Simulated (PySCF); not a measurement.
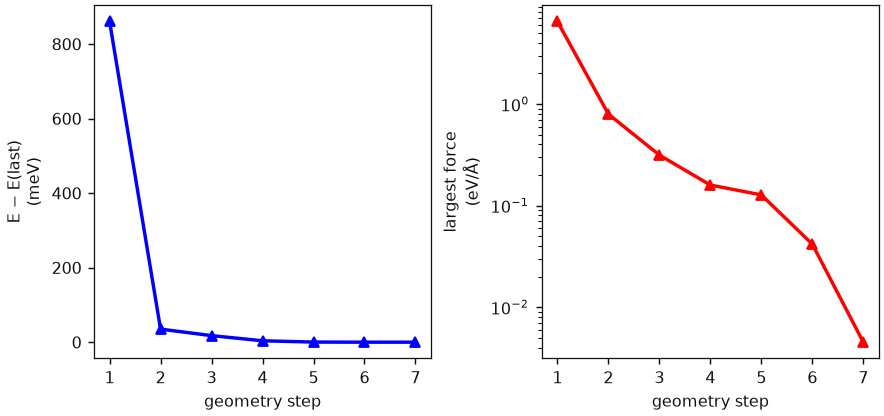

History of a geometry optimisation.

System: VF3 (SMILES [F][V]([F])[F]), multiplicity 3.
Method: PBE0-D3(BJ)/def2-SVP, geometry optimisation (PySCF).

Q: How did the optimisation end?

A: The optimisation met its thresholds at geometry 7, counting the start as the first. The energy fell by about 860 meV from the first step to the last. The largest force goes from about 6.5 eV/Å at the start to 5 × 10⁻³ eV/Å at the end.

Q: By which step was nine tenths of the energy gained?

A: By step 2 of 7.
